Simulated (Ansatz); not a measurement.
The starting structures come from a database of crystals and need not be the phases stable at ambient conditions.

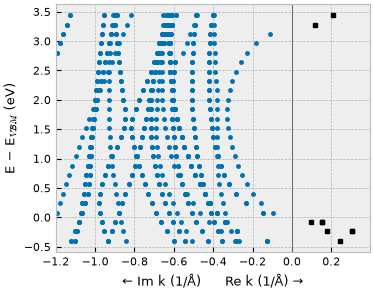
Fig. 1. Complex bands at the centre of the two-dimensional zone; PBEsol (Ansatz, a program for electronic structure)

The gap is the functional's own. No spin-orbit coupling. Mid-gap values are interpolated on the energy grid.

Problem. This is Y$_{2}$Hf$_{2}$O$_{7}$ (Fd-3m, not sure to be the ambient phase, 22 atoms a cell, 12.9 Å³ an atom) along the normal of (111). Read off the slowest decay at the centre of the two-dimensional zone at 1.52 eV, the computed energy nearest the middle of the gap.

Solution. κ ≈ 0.32 1/Å, a decay length 1/(2κ) of the density of 1.5 Å.
